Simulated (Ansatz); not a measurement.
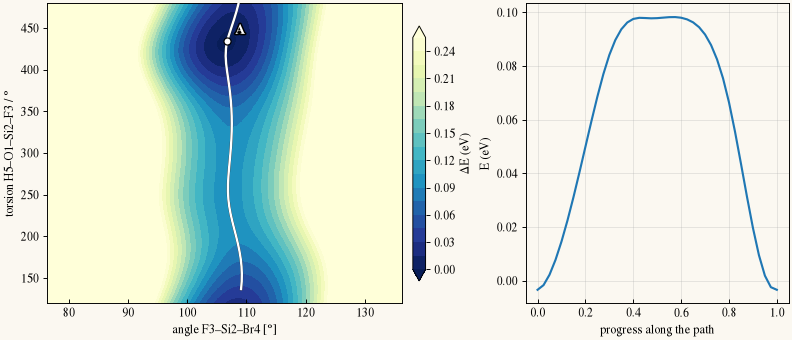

BrFH2OSi, SMILES O[SiH](F)Br. 
- Two internal coordinates are moved rigidly from the geometry relaxed at PBE0-D4/def2-TZVP, all others fixed.
- The first coordinate is: angle F3–Si2–Br4; the second: torsion H5–O1–Si2–F3.
- The grid has 5 × 6 points.
- Points are written as (first, second).
- Energies: eV, counted from the lowest grid point.
- Method: RKS PBE0-D4/def2-TZVPP in Ansatz 0.2.0.

The picture shows filled contours, a line along the lowest path, one colour for all values above the top of the scale, the energy along the path at the right, the start A. Between grid points the surface is interpolated.

### Describe the path and its barrier.

The easiest path leads from the well at about (107°, 435°) to its copy one period on. Its highest point lies about 0.1 eV above the bottom of the first well on the interpolated surface, at about (107°, 280°). This is the barrier on the constrained surface; relaxing the other coordinates would change it.
